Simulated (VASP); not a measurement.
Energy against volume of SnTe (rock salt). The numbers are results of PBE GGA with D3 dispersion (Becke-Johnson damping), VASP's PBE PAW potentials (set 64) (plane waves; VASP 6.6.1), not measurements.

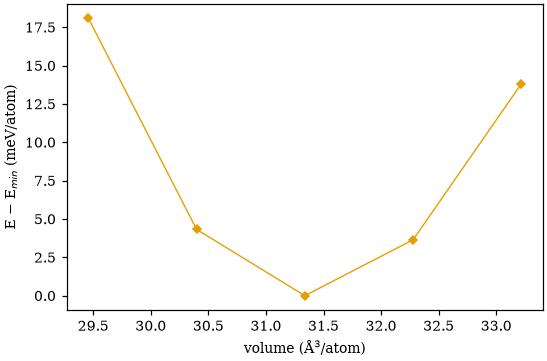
Figure: Energy against volume

Q: Estimate the equilibrium volume and the bulk modulus.

A: The minimum lies near 31.3 Å³/atom, and the curvature gives B0 of about 45 GPa.

Measured: bulk modulus 37.8 GPa (computed value off by +18.2 %), as given by Cormac Toher et al., Physical Review Materials (2017), arXiv:1611.05714; a 6.316 Å (computed value off by -0.2 %), as given by Ayanesh Maiti et al., Applied Physics Letters (2022), arXiv:2109.01420. The calculation is for a static lattice, while the measured bulk modulus, a hold thermal and zero-point effects, which are part of the difference.

The compound is SnTe in the rock salt structure, which distorts at low temperature. It was relaxed first.
